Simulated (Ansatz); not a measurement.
# BGeNH (quartet): correlated methods under varied settings at a displaced geometry (v1)

Aim: run BGeNH (quartet) at one geometry under a spread of methods and options, and see what each costs and gives.

Computed with Ansatz 0.2.0, Gaussian basis. Level: the settings change from run to run.

27 further runs of the same task are left out: 12 that didn't finish, 15 set aside as unsound or not needed. Runs told in other sessions of the task aren't counted.

**1. The system**

The geometry is a PBE0/def2-TZVP stationary point (not a proven minimum) with its atoms shifted at random (size 0.040 Å). No spin-orbit coupling is included. The filled d shell of Ge may be among the frozen orbitals whatever the setting's name suggests.

4 atoms, charge 0, spin multiplicity 4.

Atoms are counted from 1 here; the program's logs count them from 0.

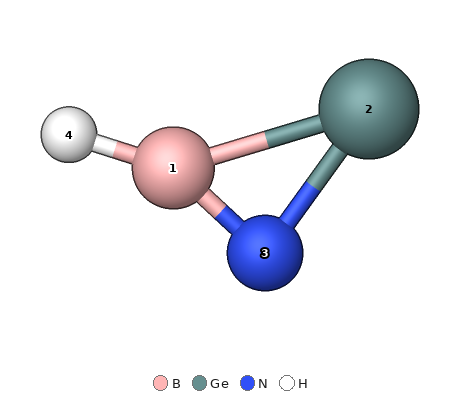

The structure; boron pink, germanium teal, nitrogen blue, hydrogen white; atoms are numbered from 1 in the order of the file.

**2. HF (ROHF)/cc-pVDZ**

Input file in.yaml:

```yaml
crystal:
  periodic: [false, false, false]
  atoms:
    - {symbol: B, position_ang: [-0.005520, 0.541322, 1.590598]}
    - {symbol: Ge, position_ang: [-0.006353, 0.039177, -0.503018]}
    - {symbol: N, position_ang: [0.041611, -0.721330, 1.210961]}
    - {symbol: H, position_ang: [-0.061166, 1.394356, 2.362975]}
basis:
  gaussian: {orbitals: cc-pVDZ}
magnetization: {spin_polarized: false, initial_magnetization: 3}
hamiltonian: {xc: hf}
scf: {lower_state_search: off}
output: {forces: true, orbitals: {seedname: orbitals}}
```

Started as:

```
> ansatz run in.yaml --threads 1 --pin off --events-out ev --progress --plain --max-ram 2393MiB
```

Standard output:

```text
Functional definition: HF
  name "HF"
  cite "Fock, Z. Phys. 61, 126 (1930) doi:10.1007/BF01340294"
  parent pbe
  exchange = exact_x
  correlation = 0
these checks for a lower state are left out or cut short: stability, starts, cluster_reference, orbital_swaps, neighbouring_geometries, increment
640 factors; integrals over basis functions are off by at most 7.7e-4 eV
mean field evaluation 1: about -58635.3123 eV, gradient 2.7e1 eV
mean field evaluation 2: about -58635.3993 eV, gradient 2.7e1 eV
mean field evaluation 4: about -58638.3501 eV, gradient 3.9e0 eV
mean field evaluation 8: about -58638.5281 eV, gradient 7.0e-1 eV
mean field evaluation 16: about -58638.5659 eV, gradient 2.2e-4 eV
mean field -58638.56590528 eV, -2154.9275503714 hartree, gradient 3.6e-6 eV, S^2 3.750000; 0 other end points of the search recorded, 0 dependent functions left out
the calculation of the forces begins
reference -58638.56590528 eV, -2154.9275503714 hartree; 24, 21 occupied and 36, 39 virtual orbitals, 640 factors
Total energy: -58638.56590528 eV, -2154.9275503714 hartree
Atom 0 at    -0.005520     0.541322     1.590598 Å, force     0.004531    -1.858363     0.317502 eV/Å
Atom 1 at    -0.006353     0.039177    -0.503018 Å, force    -0.016760     0.233624    -1.599512 eV/Å
Atom 2 at     0.041611    -0.721330     1.210961 Å, force     0.011636     0.825426     0.984029 eV/Å
Atom 3 at    -0.061166     1.394356     2.362975 Å, force     0.000593     0.799312     0.297981 eV/Å
Dipole moment:    -0.018805     0.425666    -0.099849 e Å
Checks for a lower state left out: stability, starts, cluster_reference, orbital_swaps, neighbouring_geometries, increment
```

Wall time 1.9 s (1 thread of Arm Neoverse N1, shared host).

**3. MRCISD+Q(7,6)/STO-3G**

Changes to in.yaml since step 2:

```diff
@@ -8,6 +8,4 @@
 basis:
-  gaussian: {orbitals: cc-pVDZ}
+  gaussian: {orbitals: STO-3G, fitting: {mean_field: def2-universal-jkfit}}
 magnetization: {spin_polarized: false, initial_magnetization: 3}
-hamiltonian: {xc: hf}
-scf: {lower_state_search: off}
-output: {forces: true, orbitals: {seedname: orbitals}}
+correlation: {method: fic_mrcisd_q, electrons: valence, active_space: {window: {electrons: 7, orbitals: 6}, states: [{multiplicity: 4, weights: [1, 0.5, 0.5, 1]}], root: 2}}
```

The command is unchanged.

Standard output, shortened:

```text
Functional definition: HF
  name "HF"
  cite "Fock, Z. Phys. 61, 126 (1930) doi:10.1007/BF01340294"
  parent pbe
[...]
436 factors; integrals over basis functions are off by at most 1.6e-2 eV
[...]
mean field -57968.29492238 eV, -2130.2955460758 hartree, gradient 2.3e-6 eV, S^2 3.750000; 4 other end points of the search recorded, 0 dependent functions left out
reference -57968.29492238 eV, -2130.2955460758 hartree; 24, 21 occupied and 5, 8 virtual orbitals, 436 factors
state -57969.05188943 eV, -2130.3233641018 hartree
state -57966.39702462 eV, -2130.2257996198 hartree
state -57965.69849567 eV, -2130.2001291543 hartree
state -57965.03387832 eV, -2130.1757049171 hartree
contracted CI cycle   1: correlation 0.00000000 eV, 0.0000000000 hartree, residual 1.19e1 eV
contracted CI cycle   2: correlation -3.07510418 eV, -0.1130079944 hartree, residual 2.56e0 eV
[...]
contracted CI cycle   4: correlation -3.05979417 eV, -0.1124453616 hartree, residual 3.67e-1 eV
contracted CI cycle   5: correlation -3.06589423 eV, -0.1126695348 hartree, residual 2.42e-1 eV
contracted CI cycle   6: correlation -3.06816482 eV, -0.1127529776 hartree, residual 1.49e-1 eV
contracted CI cycle   7: correlation -3.06881508 eV, -0.1127768740 hartree, residual 7.05e-2 eV
contracted CI cycle   8: correlation -3.06896276 eV, -0.1127823011 hartree, residual 3.31e-2 eV
contracted CI cycle   9: correlation -3.06899414 eV, -0.1127834544 hartree, residual 1.65e-2 eV
contracted CI cycle  10: correlation -3.06900218 eV, -0.1127837500 hartree, residual 8.15e-3 eV
contracted CI cycle  11: correlation -3.06900398 eV, -0.1127838159 hartree, residual 4.00e-3 eV
contracted CI cycle  12: correlation -3.06900444 eV, -0.1127838328 hartree, residual 2.21e-3 eV
state -57965.03387832 eV, -2130.1757049171 hartree; corrected -57968.44956783 eV, -2130.3012291912 hartree
Total energy: -57969.93305285 eV, -2130.3557462603 hartree
```

Wall time 6 s (1 thread of Arm Neoverse N1, shared host).

From the report: 90 determinants; active occupations (of the averaged states) 1.83, 1.65, 1.44, 1.00, 0.69, 0.39.

**4. MP2 on ROHF/STO-3G**

Input file in.yaml:

```yaml
crystal:
  periodic: [false, false, false]
  atoms:
    - {symbol: B, position_ang: [-0.005520, 0.541322, 1.590598]}
    - {symbol: Ge, position_ang: [-0.006353, 0.039177, -0.503018]}
    - {symbol: N, position_ang: [0.041611, -0.721330, 1.210961]}
    - {symbol: H, position_ang: [-0.061166, 1.394356, 2.362975]}
basis:
  gaussian: {orbitals: STO-3G}
magnetization: {spin_polarized: false, initial_magnetization: 3}
correlation: {method: mp2, electrons: all}
output: {forces: true}
```

Same command.

Standard output, shortened:

```text
Functional definition: HF
  name "HF"
  cite "Fock, Z. Phys. 61, 126 (1930) doi:10.1007/BF01340294"
  parent pbe
[...]
325 factors; integrals over basis functions are off by at most 6.3e-5 eV
[...]
mean field -57968.27468231 eV, -2130.2948022670 hartree, gradient 2.4e-6 eV, S^2 3.750000; 4 other end points of the search recorded, 0 dependent functions left out
[...]
reference -57968.27468231 eV, -2130.2948022670 hartree; 24, 21 occupied and 5, 8 virtual orbitals, 325 factors
second order -3.65324433 eV of doubles, -0.06398589 eV of singles
[...]
Total energy: -57971.99191253 eV, -2130.4314079581 hartree
Atom 0 at    -0.005520     0.541322     1.590598 Å, force    -0.099364     0.497004    -0.184077 eV/Å
Atom 1 at    -0.006353     0.039177    -0.503018 Å, force     0.007504     0.184817     0.595728 eV/Å
Atom 2 at     0.041611    -0.721330     1.210961 Å, force     0.066978    -1.020667    -0.431338 eV/Å
Atom 3 at    -0.061166     1.394356     2.362975 Å, force     0.024881     0.338846     0.019687 eV/Å
Dipole moment:    -0.012924     0.218428    -0.486528 e Å
```

Run time: 1.7 s. Hardware: 1 thread of Arm Neoverse N1, shared host.

**5. MP2 on UHF/STO-3G**

Changes to in.yaml since step 4:

```diff
@@ -9,4 +9,3 @@
   gaussian: {orbitals: STO-3G}
-magnetization: {spin_polarized: false, initial_magnetization: 3}
+magnetization: {spin_polarized: true, initial_magnetization: 3}
 correlation: {method: mp2, electrons: all}
-output: {forces: true}
```

Launched as before.

Standard output:

```text
Functional definition: HF
  name "HF"
  cite "Fock, Z. Phys. 61, 126 (1930) doi:10.1007/BF01340294"
  parent pbe
  exchange = exact_x
  correlation = 0
325 factors; integrals over basis functions are off by at most 6.3e-5 eV
mean field evaluation 1: about -57966.1814 eV, gradient 1.4e1 eV
mean field evaluation 2: about -57966.2216 eV, gradient 1.4e1 eV
mean field evaluation 4: about -57968.1808 eV, gradient 2.5e0 eV
mean field evaluation 8: about -57968.5218 eV, gradient 2.2e-1 eV
mean field evaluation 16: about -57967.0315 eV, gradient 1.5e0 eV
mean field -57968.52431236 eV, -2130.3039760021 hartree, gradient 2.5e-6 eV, S^2 3.873767; 2 other end points of the search recorded, 0 dependent functions left out
reference -57968.52431236 eV, -2130.3039760021 hartree; 24, 21 occupied and 5, 8 virtual orbitals, 325 factors
second order -3.22616798 eV of doubles, -0.00000000 eV of singles
Total energy: -57971.75048034 eV, -2130.4225354887 hartree
```

Run time: 0.63 s. Hardware: 1 thread of Arm Neoverse N1, shared host.

From the report: ⟨S²⟩ of the determinant 3.874 (pure quartet: 3.75).

**6. CASSCF(3,8)/STO-3G**

Changes to in.yaml since step 5:

```diff
@@ -9,3 +9,3 @@
   gaussian: {orbitals: STO-3G}
-magnetization: {spin_polarized: true, initial_magnetization: 3}
-correlation: {method: mp2, electrons: all}
+magnetization: {spin_polarized: false, initial_magnetization: 3}
+correlation: {active_space: {window: {electrons: 3, orbitals: 8}}}
```

Launched as before.

Standard output:

```text
Functional definition: HF
  name "HF"
  cite "Fock, Z. Phys. 61, 126 (1930) doi:10.1007/BF01340294"
  parent pbe
  exchange = exact_x
  correlation = 0
325 factors; integrals over basis functions are off by at most 6.3e-5 eV
mean field evaluation 1: about -57966.0569 eV, gradient 2.0e1 eV
mean field evaluation 2: about -57966.0957 eV, gradient 2.0e1 eV
mean field evaluation 4: about -57968.0938 eV, gradient 2.9e0 eV
mean field evaluation 8: about -57968.2709 eV, gradient 2.5e-1 eV
mean field evaluation 16: about -57964.1329 eV, gradient 8.2e0 eV
mean field evaluation 32: about -57968.2297 eV, gradient 1.3e0 eV
mean field -57968.27468231 eV, -2130.2948022670 hartree, gradient 2.4e-6 eV, S^2 3.750000; 4 other end points of the search recorded, 0 dependent functions left out
reference -57968.27468231 eV, -2130.2948022670 hartree; 24, 21 occupied and 5, 8 virtual orbitals, 325 factors
state -57968.33136124 eV, -2130.2968851793 hartree
Total energy: -57968.33136124 eV, -2130.2968851793 hartree
```

It took 1.3 s on 1 thread of Arm Neoverse N1, shared host.

From the report: 56 determinants; active occupations 1.00, 1.00, 1.00, 0.00, 0.00, 0.00, 0.00, 0.00.

**7. CCSD on ROHF/STO-3G**

Changes to in.yaml since step 6:

```diff
@@ -10,2 +10,2 @@
 magnetization: {spin_polarized: false, initial_magnetization: 3}
-correlation: {active_space: {window: {electrons: 3, orbitals: 8}}}
+correlation: {method: ccsd, electrons: valence}
```

The command is unchanged.

Standard output, shortened:

```text
Functional definition: HF
  name "HF"
  cite "Fock, Z. Phys. 61, 126 (1930) doi:10.1007/BF01340294"
  parent pbe
[...]
325 factors; integrals over basis functions are off by at most 6.3e-5 eV
[...]
mean field -57968.27468231 eV, -2130.2948022670 hartree, gradient 2.4e-6 eV, S^2 3.750000; 5 other end points of the search recorded, 0 dependent functions left out
[...]
determinant -57968.27468231 eV, -2130.2948022670 hartree, with singles and doubles -57972.50661557 eV, -2130.4503229459 hartree
determinant -57966.97791289 eV, -2130.2471468700 hartree, with singles and doubles -57970.17255992 eV, -2130.3645479829 hartree
11 core orbitals not correlated: weight in the atoms' cores, before any rotation towards them, 1.000 or more for the frozen orbitals, at most 0.000 for the correlated occupied ones
reference -57968.27468231 eV, -2130.2948022670 hartree; 13, 10 occupied and 5, 8 virtual orbitals, 325 factors
second order -3.61073674 eV of doubles, -0.06369906 eV of singles
cycle   1  -4.23229038 eV  change   -3.6e-4 eV  update   2.2e-3
[...]
cycle  10  -4.23370253 eV  change    9.0e-6 eV  update   7.3e-6
Total energy: -57972.50838484 eV, -2130.4503879652 hartree
```

It took 2.2 s on 1 thread of Arm Neoverse N1, shared host.

From the report: correlation -4.2337 eV; T1 0.023; largest double amplitude 0.12.

**8. HF (UHF)/cc-pVDZ**

Changes to in.yaml since step 7:

```diff
@@ -8,4 +8,5 @@
 basis:
-  gaussian: {orbitals: STO-3G}
-magnetization: {spin_polarized: false, initial_magnetization: 3}
-correlation: {method: ccsd, electrons: valence}
+  gaussian: {orbitals: cc-pVDZ}
+magnetization: {spin_polarized: true, initial_magnetization: 3}
+hamiltonian: {xc: hf}
+output: {forces: true, orbitals: {seedname: orbitals}}
```

Launched as before.

Standard output, shortened:

```text
Functional definition: HF
  name "HF"
  cite "Fock, Z. Phys. 61, 126 (1930) doi:10.1007/BF01340294"
  parent pbe
[...]
640 factors; integrals over basis functions are off by at most 7.7e-4 eV
[...]
mean field -58638.80056255 eV, -2154.9361738670 hartree, gradient 2.8e-5 eV, S^2 3.807410; 3 other end points of the search recorded, 0 dependent functions left out
[...]
reference -58638.80056255 eV, -2154.9361738670 hartree; 24, 21 occupied and 36, 39 virtual orbitals, 640 factors
Total energy: -58638.80056255 eV, -2154.9361738670 hartree
Atom 0 at    -0.005520     0.541322     1.590598 Å, force    -0.024117    -1.073433     0.133636 eV/Å
Atom 1 at    -0.006353     0.039177    -0.503018 Å, force    -0.023586     0.421707    -1.574118 eV/Å
Atom 2 at     0.041611    -0.721330     1.210961 Å, force     0.046657    -0.093005     1.083140 eV/Å
Atom 3 at    -0.061166     1.394356     2.362975 Å, force     0.001046     0.744732     0.357342 eV/Å
Dipole moment:    -0.017315     0.379422    -0.071420 e Å
```

Wall time 4.3 s (1 thread of Arm Neoverse N1, shared host).

From the report: ⟨S²⟩ of the determinant 3.807 (pure quartet: 3.75).

**9. CCSDT(Q)/STO-3G**

Changes to in.yaml since step 8:

```diff
@@ -8,5 +8,6 @@
 basis:
-  gaussian: {orbitals: cc-pVDZ}
+  gaussian: {orbitals: STO-3G}
 magnetization: {spin_polarized: true, initial_magnetization: 3}
-hamiltonian: {xc: hf}
-output: {forces: true, orbitals: {seedname: orbitals}}
+hamiltonian: {xc: {name: r2SCAN}}
+correlation: {method: ccsdt_q, electrons: valence, diis_vectors: 2}
+scf: {omitted_lower_state_checks: [cluster_reference]}
```

Same command.

Standard output, shortened:

```text
Functional definition: r2SCAN
  name "r2SCAN"
  cite "Furness, Kaplan, Ning, Perdew & Sun, J. Phys. Chem. Lett. 11, 8208 (2020) doi:10.1021/acs.jpclett.0c02405"
  cite "Furness, Kaplan, Ning, Perdew & Sun, J. Phys. Chem. Lett. 11, 9248 (2020) doi:10.1021/acs.jpclett.0c03077"
  parent r2scan
[...]
429 factors; integrals over basis functions are off by at most 3.5e-8 eV
[...]
mean field -58017.08985557 eV, -2132.0887267962 hartree, gradient 8.9e-7 eV, S^2 3.759389; 3 other end points of the search recorded, 0 dependent functions left out
11 core orbitals not correlated: weight in the atoms' cores, before any rotation towards them, 1.000 or more for the frozen orbitals, at most 0.000 for the correlated occupied ones
reference -57966.71525474 eV, -2130.2374943611 hartree; 13, 10 occupied and 5, 8 virtual orbitals, 429 factors
second order -4.22213790 eV of doubles, -0.85506367 eV of singles
cycle   1  -4.93775389 eV  change    1.1e-1 eV  update   1.3e-1
[...]
cycle  30  -5.93840358 eV  change    1.3e-6 eV  update   2.3e-6
perturbative correction -0.01840181 eV, -0.0006762539 hartree
Total energy: -57972.67206014 eV, -2130.4564029215 hartree
Checks for a lower state left out: cluster_reference
```

It took 22 s on 1 thread of Arm Neoverse N1, shared host.

From the report: ⟨S²⟩ of the determinant 3.759 (pure quartet: 3.75); correlation -5.9568 eV; T1 0.068; largest double amplitude 0.13. The orbitals are Kohn-Sham ones, so correlation energy and T1 don't compare with those on Hartree-Fock orbitals.

**10. HF (ROHF)/cc-pVDZ**

Input file in.yaml:

```yaml
crystal:
  periodic: [false, false, false]
  atoms:
    - {symbol: B, position_ang: [-0.005520, 0.541322, 1.590598]}
    - {symbol: Ge, position_ang: [-0.006353, 0.039177, -0.503018]}
    - {symbol: N, position_ang: [0.041611, -0.721330, 1.210961]}
    - {symbol: H, position_ang: [-0.061166, 1.394356, 2.362975]}
basis:
  gaussian: {orbitals: cc-pVDZ}
magnetization: {spin_polarized: false, initial_magnetization: 3}
hamiltonian: {xc: hf}
output: {forces: true, orbitals: {seedname: orbitals}}
```

Launched as before.

Standard output, shortened:

```text
Functional definition: HF
  name "HF"
  cite "Fock, Z. Phys. 61, 126 (1930) doi:10.1007/BF01340294"
  parent pbe
[...]
640 factors; integrals over basis functions are off by at most 7.7e-4 eV
[...]
mean field -58638.56590528 eV, -2154.9275503714 hartree, gradient 1.3e-5 eV, S^2 3.750000; 3 other end points of the search recorded, 0 dependent functions left out
[...]
reference -58638.56590528 eV, -2154.9275503714 hartree; 24, 21 occupied and 36, 39 virtual orbitals, 640 factors
Total energy: -58638.56590528 eV, -2154.9275503714 hartree
Atom 0 at    -0.005520     0.541322     1.590598 Å, force     0.004531    -1.858364     0.317503 eV/Å
Atom 1 at    -0.006353     0.039177    -0.503018 Å, force    -0.016760     0.233624    -1.599512 eV/Å
Atom 2 at     0.041611    -0.721330     1.210961 Å, force     0.011635     0.825428     0.984029 eV/Å
Atom 3 at    -0.061166     1.394356     2.362975 Å, force     0.000593     0.799312     0.297980 eV/Å
Dipole moment:    -0.018805     0.425666    -0.099849 e Å
```

It took 4.4 s on 1 thread of Arm Neoverse N1, shared host.

**11. All runs side by side**

Where basis and cores are those of an earlier UCCSDT(Q)/cc-pVDZ run (-58647.5082 eV), and the records show the same count of frozen orbitals and kind of state, the miss against it is given; a blank cell means that this couldn't be shown.

```csv
level,correlated,functions,energy (eV),from UCCSDT(Q) (meV),time
HF (ROHF)/cc-pVDZ,,60,-58638.5659,8942.3,1.9 s
"MRCISD+Q(7,6)/STO-3G (excited root 2 of an average)",valence,29,-57969.9331,,6 s
MP2 on ROHF/STO-3G,all,29,-57971.9919,,1.7 s
MP2 on UHF/STO-3G,all,29,-57971.7505,,0.63 s
"CASSCF(3,8)/STO-3G",,29,-57968.3314,,1.3 s
CCSD on ROHF/STO-3G,valence,29,-57972.5084,,2.2 s
HF (UHF)/cc-pVDZ,,60,-58638.8006,8707.6,4.3 s
CCSDT(Q)/STO-3G (on r2SCAN orbitals),valence,29,-57972.6721,,22 s
HF (ROHF)/cc-pVDZ,,60,-58638.5659,8942.3,4.4 s
```

**12. Results**

```
quantity                                       value
    runs                                           9
quickest                   MP2 on UHF/STO-3G, 0.63 s
 slowest  CCSDT(Q)/STO-3G (on r2SCAN orbitals), 22 s
```

**Reading.** Total energies in different bases, with other cores or another treatment of relativity can't be set against each other. CCSDT(Q)/STO-3G (on r2SCAN orbitals) took 35 times as long as MP2 on UHF/STO-3G; the jobs differ in more than the method. Hartree-Fock, CASSCF and CASCI lack dynamic correlation by design.
